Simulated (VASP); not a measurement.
Band structure of SrO (rock salt). Computed with PBE GGA, VASP's PBE PAW potentials (set 64) (plane waves; VASP).

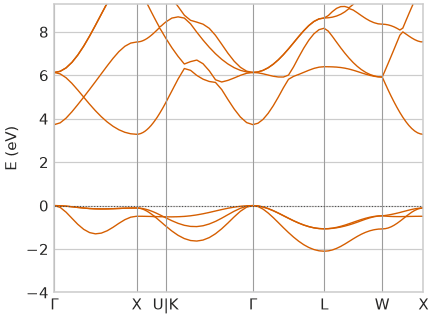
Figure: Bands along high-symmetry lines, zero at the valence-band maximum or, without a gap, the Fermi level

Question: Read the plot: is there a gap, and where are the band edges?

Answer: The gap is indirect, 3.28 eV, from the valence maximum at Γ to the conduction minimum at X. (Edges off the drawn lines would not show.)

The compound is SrO in the rock salt structure. It was relaxed first.
